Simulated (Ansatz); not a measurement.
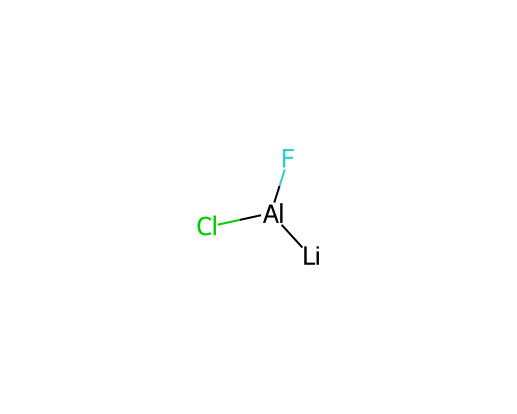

The drawing above gives the connectivity. The computed structure is the end point of a PBE0-D4/def2-TZVP optimisation. No frequency run is at hand to confirm it as a minimum.

What does the molecule look like in three dimensions?

Formula AlLiClF. SMILES: `[Li][Al]([F])[Cl]`. This geometry has Cs symmetry. All atoms lie on one plane. Coordination: 1 Al trigonal planar.

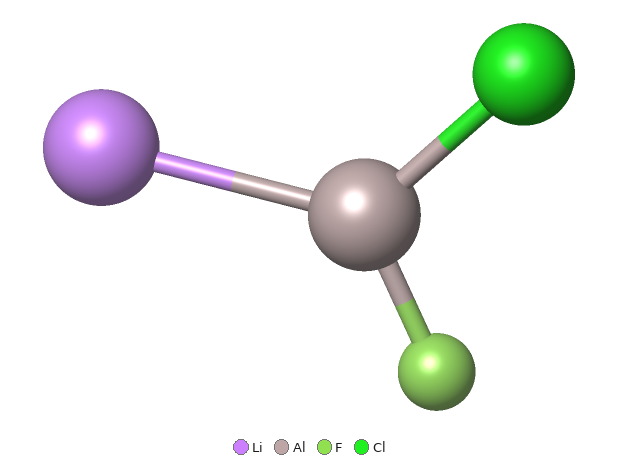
